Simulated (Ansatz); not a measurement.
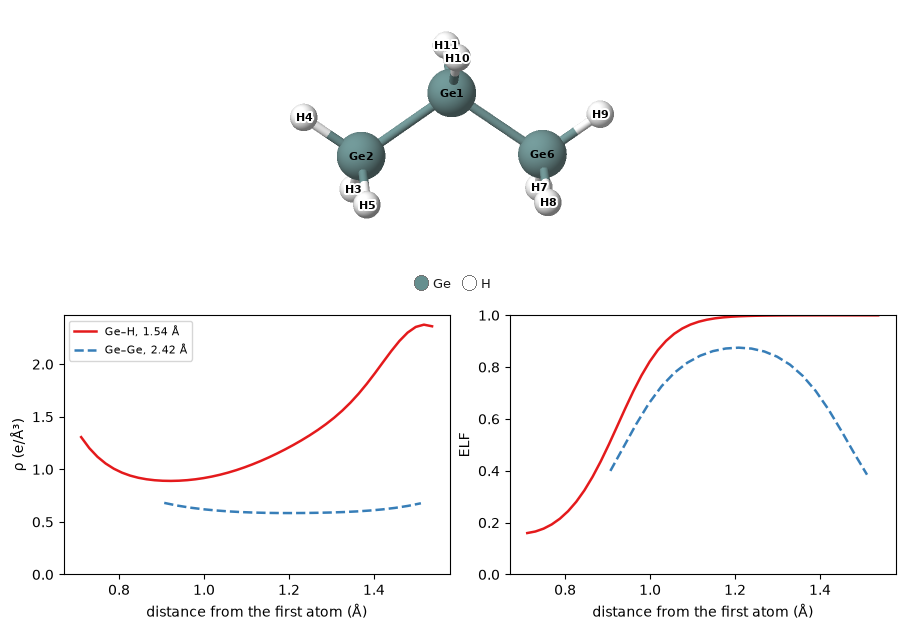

*Ge3H8 (Ge(GeH3)2H2). Total electron density and electron localisation function along straight lines between neighbouring atoms. The curves leave out the atomic cores. The structure is drawn too.*

Geometry: r2SCAN-D4/def2-SVP.

Theory: RKS PBE0-D4/def2-TZVP (Ansatz 0.2.0).

```yaml
atoms:
  - { symbol: Ge, position_ang: [-0.8146, 0.0166, -0.5783] }
  - { symbol: Ge, position_ang: [-0.8512, -0.0197, 1.8383] }
  - { symbol: H, position_ang: [-0.1943, -1.3091, 2.3582] }
  - { symbol: H, position_ang: [-2.2927, 0.0452, 2.3679] }
  - { symbol: H, position_ang: [-0.0692, 1.1810, 2.3950] }
  - { symbol: Ge, position_ang: [1.4550, 0.0054, -1.4098] }
  - { symbol: H, position_ang: [2.1763, -1.2769, -0.9631] }
  - { symbol: H, position_ang: [2.2252, 1.2136, -0.8531] }
  - { symbol: H, position_ang: [1.4789, 0.0730, -2.9451] }
  - { symbol: H, position_ang: [-1.5401, 1.2777, -1.0839] }
  - { symbol: H, position_ang: [-1.5732, -1.2068, -1.1260] }
```

**Compare the contacts.**

Ge–H (1.54 Å): the density is about 1.1 e/Å³ at the midpoint; the ELF climbs to about 1 towards the hydrogen.
Ge–Ge (2.42 Å): ρ at the midpoint is about 0.58 e/Å³; the ELF peaks at about 0.85 between the atoms, as expected for a shared electron pair.
